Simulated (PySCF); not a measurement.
# Pb⁶⁰⁺, Pb⁶¹⁺: ionisation energy in even-tempered 17s13p7d4f3g, part 2 of 2

Each state of lead is computed at each level; their differences give the ionisation energy. How far do the methods differ?

PySCF 2.14.0; even-tempered 17s13p7d4f3g, scalar relativity by spin-free X2C-1e. The scripts are equivalent inputs of a driver's runs. The steps go on from the part before.

**3. Pb⁶¹⁺: the ladder of methods**

#### UHF

Contents of input.py:

```python
from pyscf import gto, scf, dft, mp, cc
mol = gto.M(atom="Pb 0 0 0", charge=61, spin=3, symmetry="D2h",
            basis=gto.etbs([(0, 17, 17, 2.5), (1, 13, 22, 2.5), (2, 7, 22, 2.5), (3, 4, 79, 2.7), (4, 3, 120, 2.7)]),
            nucmod="G")
mf = scf.UHF(mol).sfx2c1e()
mf.irrep_nelec = {'Ag': (3, 3), 'B1g': (1, 0), 'B2g': (1, 0), 'B3g': (1, 0), 'B1u': (2, 2), 'B2u': (2, 2), 'B3u': (2, 2)}
mf.kernel()
```

The program printed:

```text
damping factor = 0
level_shift factor = 0
DIIS = <class 'pyscf.scf.diis.CDIIS'>
diis_start_cycle = 1
diis_space = 10
diis_damp = 0
SCF conv_tol = 1e-09
SCF conv_tol_grad = None
number electrons alpha = 12  beta = 9
cycle= 1 E= -17062.0449893269  delta_E= -0.0107  |g|= 0.0477  |ddm|= 0.00758
cycle= 2 E= -17062.0449985163  delta_E= -9.19e-06  |g|= 0.00148  |ddm|= 0.000256
cycle= 3 E= -17062.0449985258  delta_E= -9.51e-09  |g|= 7.1e-06  |ddm|= 8.88e-06
cycle= 4 E= -17062.0449985258  delta_E= 7.28e-12  |g|= 8.22e-08  |ddm|= 5.27e-08
converged SCF energy = -17062.0449985258  <S^2> = 3.7501068  2S+1 = 4.0000534
```

It used 14 s of CPU time after the integrals (shared host).

The occupied shells:

```tsv
shell	electrons	mean orbital energy (eV)	spread (eV)	rms radius (bohr)
1s α	1	-92977.1	0	0.0181
1s β	1	-92976.4	0	0.0181
2s α	1	-20353.2	0	0.0725
2s β	1	-20321.7	0	0.0725
2p α	3	-18162.8	0	0.0666
2p β	3	-18129.9	0	0.0666
3s α	1	-7782.4	0	0.177
3s β	1	-7745.3	0	0.177
3p α	3	-7128.9	0	0.178
3p β	3	-7083.7	0	0.178
3d α	3	-6549.2	0	0.158
```

⟨S²⟩ = 3.750, ⟨L²⟩ = 12.00.

Spin-orbit constants on these orbitals (cm⁻¹; bare nucleus, screened nucleus, mean field): 3d 444700, 390500, 387600. To first order in LS coupling the lowest level has J = 3/2 and lies 96.1 eV below the centre of the term.

Spin-orbit coupling is strong in this species (close to jj coupling), so the high-spin LS determinant is a model state, not a physical level.

#### LDA

input.py, as changed from the run before:

```diff
@@ -4,3 +4,3 @@
             nucmod="G")
-mf = scf.UHF(mol).sfx2c1e()
+mf = dft.UKS(mol, xc="LDA,VWN").sfx2c1e()
 mf.irrep_nelec = {'Ag': (3, 3), 'B1g': (1, 0), 'B2g': (1, 0), 'B3g': (1, 0), 'B1u': (2, 2), 'B2u': (2, 2), 'B3u': (2, 2)}
```

The program printed:

```text
damping factor = 0
level_shift factor = 0
DIIS = <class 'pyscf.scf.diis.CDIIS'>
diis_start_cycle = 1
diis_space = 10
diis_damp = 0
SCF conv_tol = 1e-09
SCF conv_tol_grad = None
number electrons alpha = 12  beta = 9
XC functionals = LDA,VWN
    P. A. M. Dirac.,  Math. Proc. Cambridge Philos. Soc. 26, 376 (1930)
    F. Bloch.,  Z. Phys. 57, 545 (1929)
    S. H. Vosko, L. Wilk, and M. Nusair.,  Can. J. Phys. 58, 1200 (1980)
cycle= 1 E= -17051.3500377427  delta_E= -0.0261  |g|= 0.0861  |ddm|= 0.0317
cycle= 2 E= -17051.3500437601  delta_E= -6.02e-06  |g|= 0.00484  |ddm|= 0.000432
cycle= 3 E= -17051.3500438045  delta_E= -4.44e-08  |g|= 0.00017  |ddm|= 4.27e-05
cycle= 4 E= -17051.3500438046  delta_E= -7.28e-11  |g|= 1.93e-06  |ddm|= 2.22e-06
converged SCF energy = -17051.3500438046  <S^2> = 3.7500176  2S+1 = 4.0000088
```

CPU time 1.4 s on a shared host, the integrals not counted.

#### PBE

input.py, as changed from the run before:

```diff
@@ -4,3 +4,3 @@
             nucmod="G")
-mf = dft.UKS(mol, xc="LDA,VWN").sfx2c1e()
+mf = dft.UKS(mol, xc="PBE").sfx2c1e()
 mf.irrep_nelec = {'Ag': (3, 3), 'B1g': (1, 0), 'B2g': (1, 0), 'B3g': (1, 0), 'B1u': (2, 2), 'B2u': (2, 2), 'B3u': (2, 2)}
```

The program printed:

```text
damping factor = 0
level_shift factor = 0
DIIS = <class 'pyscf.scf.diis.CDIIS'>
diis_start_cycle = 1
diis_space = 10
diis_damp = 0
SCF conv_tol = 1e-09
SCF conv_tol_grad = None
number electrons alpha = 12  beta = 9
XC functionals = PBE
    J. P. Perdew, K. Burke, and M. Ernzerhof.,  Phys. Rev. Lett. 77, 3865 (1996)
    J. P. Perdew, K. Burke, and M. Ernzerhof.,  Phys. Rev. Lett. 78, 1396 (1997)
    J. P. Perdew, K. Burke, and M. Ernzerhof.,  Phys. Rev. Lett. 77, 3865 (1996)
    J. P. Perdew, K. Burke, and M. Ernzerhof.,  Phys. Rev. Lett. 78, 1396 (1997)
cycle= 1 E= -17064.5649907082  delta_E= -0.0207  |g|= 0.0219  |ddm|= 0.0222
cycle= 2 E= -17064.5649911029  delta_E= -3.95e-07  |g|= 0.000453  |ddm|= 0.000161
cycle= 3 E= -17064.5649911037  delta_E= -8.22e-10  |g|= 4.45e-05  |ddm|= 7.85e-06
cycle= 4 E= -17064.5649911037  delta_E= 7.28e-12  |g|= 4.64e-07  |ddm|= 5.73e-07
converged SCF energy = -17064.5649911037  <S^2> = 3.7500249  2S+1 = 4.0000125
```

It used 1.8 s of CPU time after the integrals (shared host).

#### PBE0

input.py, as changed from the run before:

```diff
@@ -4,3 +4,3 @@
             nucmod="G")
-mf = dft.UKS(mol, xc="PBE").sfx2c1e()
+mf = dft.UKS(mol, xc="PBE0").sfx2c1e()
 mf.irrep_nelec = {'Ag': (3, 3), 'B1g': (1, 0), 'B2g': (1, 0), 'B3g': (1, 0), 'B1u': (2, 2), 'B2u': (2, 2), 'B3u': (2, 2)}
```

The program printed:

```text
damping factor = 0
level_shift factor = 0
DIIS = <class 'pyscf.scf.diis.CDIIS'>
diis_start_cycle = 1
diis_space = 10
diis_damp = 0
SCF conv_tol = 1e-09
SCF conv_tol_grad = None
number electrons alpha = 12  beta = 9
XC functionals = PBE0
    C. Adamo and V. Barone.,  J. Chem. Phys. 110, 6158 (1999)
    M. Ernzerhof and G. E. Scuseria.,  J. Chem. Phys. 110, 5029 (1999)
cycle= 1 E= -17064.1972185918  delta_E= -0.0133  |g|= 0.0224  |ddm|= 0.0165
cycle= 2 E= -17064.1972194422  delta_E= -8.5e-07  |g|= 0.000385  |ddm|= 0.000232
cycle= 3 E= -17064.1972194427  delta_E= -4.91e-10  |g|= 3.01e-05  |ddm|= 4.85e-06
converged SCF energy = -17064.1972194427  <S^2> = 3.750039  2S+1 = 4.0000195
```

CPU time 2.7 s on a shared host, the integrals not counted.

#### r2SCAN

input.py, as changed from the run before:

```diff
@@ -4,3 +4,3 @@
             nucmod="G")
-mf = dft.UKS(mol, xc="PBE0").sfx2c1e()
+mf = dft.UKS(mol, xc="R2SCAN").sfx2c1e()
 mf.irrep_nelec = {'Ag': (3, 3), 'B1g': (1, 0), 'B2g': (1, 0), 'B3g': (1, 0), 'B1u': (2, 2), 'B2u': (2, 2), 'B3u': (2, 2)}
```

The program printed:

```text
damping factor = 0
level_shift factor = 0
DIIS = <class 'pyscf.scf.diis.CDIIS'>
diis_start_cycle = 1
diis_space = 10
diis_damp = 0
SCF conv_tol = 1e-09
SCF conv_tol_grad = None
number electrons alpha = 12  beta = 9
XC functionals = R2SCAN
    J. W. Furness, A. D. Kaplan, J. Ning, J. P. Perdew, and J. Sun.,  J. Phys. Chem. Lett. 11, 8208-8215 (2020)
    J. W. Furness, A. D. Kaplan, J. Ning, J. P. Perdew, and J. Sun.,  J. Phys. Chem. Lett. 11, 9248-9248 (2020)
    J. W. Furness, A. D. Kaplan, J. Ning, J. P. Perdew, and J. Sun.,  J. Phys. Chem. Lett. 11, 8208-8215 (2020)
    J. W. Furness, A. D. Kaplan, J. Ning, J. P. Perdew, and J. Sun.,  J. Phys. Chem. Lett. 11, 9248-9248 (2020)
cycle= 1 E= -17064.6454886322  delta_E= -0.0143  |g|= 0.03  |ddm|= 0.0166
cycle= 2 E= -17064.6454898029  delta_E= -1.17e-06  |g|= 0.000801  |ddm|= 0.000236
cycle= 3 E= -17064.6454898041  delta_E= -1.21e-09  |g|= 5.52e-05  |ddm|= 7.24e-06
cycle= 4 E= -17064.6454898042  delta_E= -3.27e-11  |g|= 1.03e-06  |ddm|= 5.79e-07
converged SCF energy = -17064.6454898042  <S^2> = 3.7500537  2S+1 = 4.0000268
```

CPU time 4.5 s on a shared host, the integrals not counted.

#### PBEsol

input.py, as changed from the run before:

```diff
@@ -4,3 +4,3 @@
             nucmod="G")
-mf = dft.UKS(mol, xc="R2SCAN").sfx2c1e()
+mf = dft.UKS(mol, xc="PBEsol").sfx2c1e()
 mf.irrep_nelec = {'Ag': (3, 3), 'B1g': (1, 0), 'B2g': (1, 0), 'B3g': (1, 0), 'B1u': (2, 2), 'B2u': (2, 2), 'B3u': (2, 2)}
```

The program printed:

```text
damping factor = 0
level_shift factor = 0
DIIS = <class 'pyscf.scf.diis.CDIIS'>
diis_start_cycle = 1
diis_space = 10
diis_damp = 0
SCF conv_tol = 1e-09
SCF conv_tol_grad = None
number electrons alpha = 12  beta = 9
XC functionals = PBEsol
    J. P. Perdew, A. Ruzsinszky, G. I. Csonka, O. A. Vydrov, G. E. Scuseria, L. A. Constantin, X. Zhou, and K. Burke.,  Phys. Rev. Lett. 100, 136406 (2008)
    J. P. Perdew, A. Ruzsinszky, G. I. Csonka, O. A. Vydrov, G. E. Scuseria, L. A. Constantin, X. Zhou, and K. Burke.,  Phys. Rev. Lett. 100, 136406 (2008)
cycle= 1 E= -17058.7902667197  delta_E= -0.0201  |g|= 0.0361  |ddm|= 0.0244
cycle= 2 E= -17058.7902679156  delta_E= -1.2e-06  |g|= 0.00192  |ddm|= 0.000181
cycle= 3 E= -17058.7902679216  delta_E= -6.05e-09  |g|= 6.34e-05  |ddm|= 1.47e-05
cycle= 4 E= -17058.7902679216  delta_E= 3.64e-12  |g|= 1.67e-06  |ddm|= 8.71e-07
converged SCF energy = -17058.7902679216  <S^2> = 3.7500218  2S+1 = 4.0000109
```

It used 1.8 s of CPU time after the integrals (shared host).

#### M06-2X

input.py, as changed from the run before:

```diff
@@ -4,3 +4,3 @@
             nucmod="G")
-mf = dft.UKS(mol, xc="PBEsol").sfx2c1e()
+mf = dft.UKS(mol, xc="M062X").sfx2c1e()
 mf.irrep_nelec = {'Ag': (3, 3), 'B1g': (1, 0), 'B2g': (1, 0), 'B3g': (1, 0), 'B1u': (2, 2), 'B2u': (2, 2), 'B3u': (2, 2)}
```

The program printed:

```text
damping factor = 0
level_shift factor = 0
DIIS = <class 'pyscf.scf.diis.CDIIS'>
diis_start_cycle = 1
diis_space = 10
diis_damp = 0
SCF conv_tol = 1e-09
SCF conv_tol_grad = None
number electrons alpha = 12  beta = 9
XC functionals = M062X
    Y. Zhao and D. G. Truhlar.,  Theor. Chem. Acc. 120, 215 (2008)
    Y. Zhao and D. G. Truhlar.,  Theor. Chem. Acc. 120, 215 (2008)
cycle= 1 E= -17065.7297871864  delta_E= -0.0261  |g|= 0.175  |ddm|= 0.0211
cycle= 2 E= -17065.7297922705  delta_E= -5.08e-06  |g|= 0.00297  |ddm|= 0.0007
cycle= 3 E= -17065.7297922894  delta_E= -1.88e-08  |g|= 0.000214  |ddm|= 2.66e-05
cycle= 4 E= -17065.7297922895  delta_E= -1.38e-10  |g|= 2.74e-06  |ddm|= 2.24e-06
converged SCF energy = -17065.7297922895  <S^2> = 3.7500362  2S+1 = 4.0000181
```

It used 5.6 s of CPU time after the integrals (shared host).

#### MP2 (outer shells)

input.py, as changed from the run before:

```diff
@@ -4,4 +4,5 @@
             nucmod="G")
-mf = dft.UKS(mol, xc="M062X").sfx2c1e()
+mf = scf.UHF(mol).sfx2c1e()
 mf.irrep_nelec = {'Ag': (3, 3), 'B1g': (1, 0), 'B2g': (1, 0), 'B3g': (1, 0), 'B1u': (2, 2), 'B2u': (2, 2), 'B3u': (2, 2)}
 mf.kernel()
+mp.UMP2(mf, frozen=5).kernel()
```

This step left no log, only its results.

CPU time 2.1 s on a shared host, the integrals not counted.

With 11 electrons correlated, the MP2 correlation energy is -0.48870 hartree (-0.14418 same spin, -0.34452 opposite spin); the SCS form gives -0.46148. Largest pairs of shells: 3p-3p -0.2223, 3p-3d -0.1550, 3s-3p -0.0537, 3s-3d -0.0273, 3d-3d -0.0202.

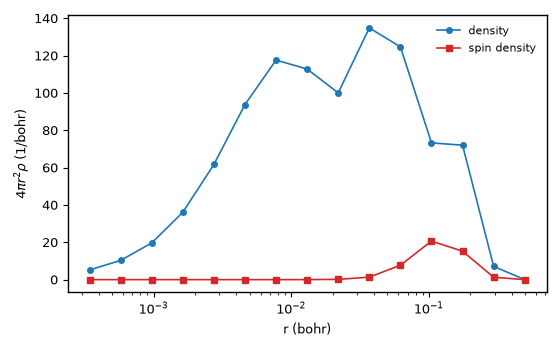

Radial density 4πr²ρ of Pb⁶¹⁺ at UHF, without picture-change correction, at 15 stored radii joined by straight lines.

**4. How the shells move**

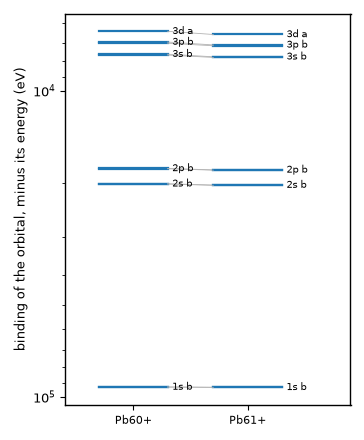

Hartree-Fock orbital energies of the states on a logarithmic scale (a, b: spin up and down; * marks an excited configuration).

**5. Differences of total energies**

Ionisation energy: Pb⁶⁰⁺ [Ar] 3d4 (5D) → Pb⁶¹⁺ [Ar] 3d3 (4F).

```tsv
method	value (eV)	less the reference (eV)	CPU time, both states (s)
UHF	6386.3	-55.7	28
LDA	6384.2	-57.8	2.8
PBE	6383.2	-58.8	3.7
PBE0	6384.5	-57.5	6.2
r2SCAN	6383.3	-58.7	9
PBEsol	6383.3	-58.7	3.7
M06-2X	6387.7	-54.3	12
MP2 (outer shells)	6386.6	-55.4	33
SCS-MP2 (outer shells)	6386.1	-55.9	33
```

Reference: 6442 ± 10 eV (theoretical estimate listed by NIST; NIST Atomic Spectra Database, ionization energies). Spin-orbit coupling is strong in these open shells (close to jj coupling). The scalar numbers leave it out, so it can dominate the gap to the real levels. For this ion Breit and QED terms and the two-electron picture change, all absent here, are large against electron correlation.

Times are CPU seconds on a shared host without the integrals; correlated rows include their Hartree-Fock run, whose time holds the symmetry-adapted start and any spin-orbit constants, while functionals begin from orbitals already made.

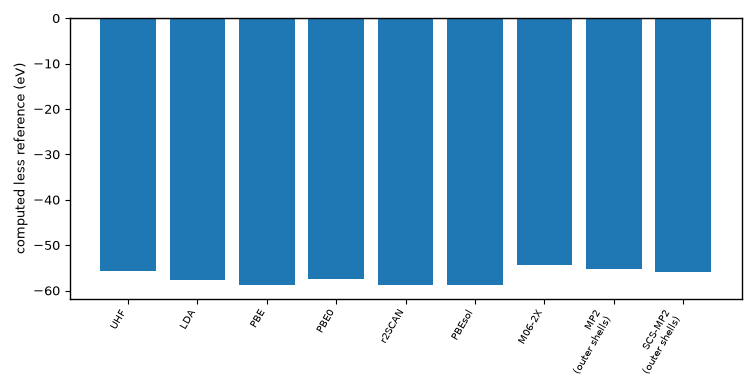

Computed less reference values by method, where the reference is not like for like or is itself uncertain.

**6. Results**

The summary covers parts 1 to 2.

| quantity | value |
| --- | --- |
| ionisation energy, Pb⁶⁰⁺ | UHF 6386.3, MP2 (outer shells) 6386.6 eV; reference 6442 ± 10 |

**Reading.** The methods span 4.541 eV, from PBE (6383.2) to M06-2X (6387.7). The reference is uncertain or not like for like (spin-orbit coupling or other relativistic terms), so no ranking of close methods is drawn. The basis is finite, and no extrapolation was made.
